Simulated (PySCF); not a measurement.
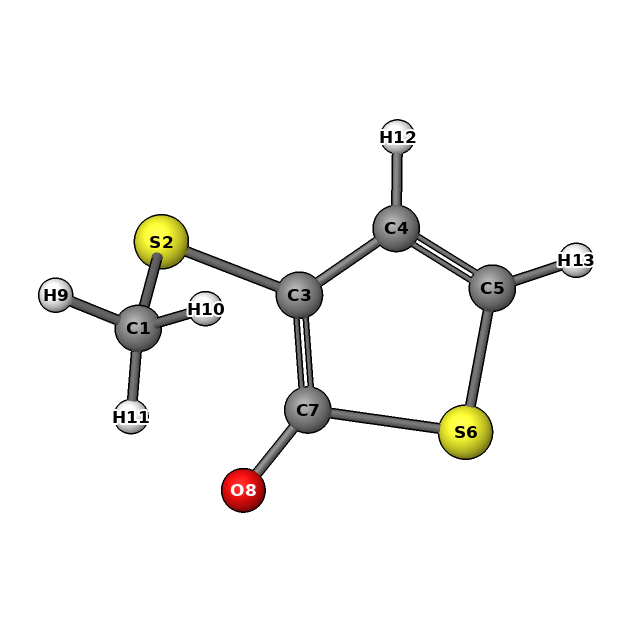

The questions are on isotropic NMR shieldings of the S atoms. Charge −1, singlet. Geometry: a frame of a GFN2-xTB molecular-dynamics simulation, not a minimum. Level of theory: GIAO PBE0/pcSseg-1 NMR shielding, non-relativistic, gas phase (PySCF 2.14.0).

Give the isotropic NMR shieldings of the S atoms atom by atom.

| atom | σ (ppm) |
| --- | --- |
| S2 | 546.1 |
| S6 | 283.2 |
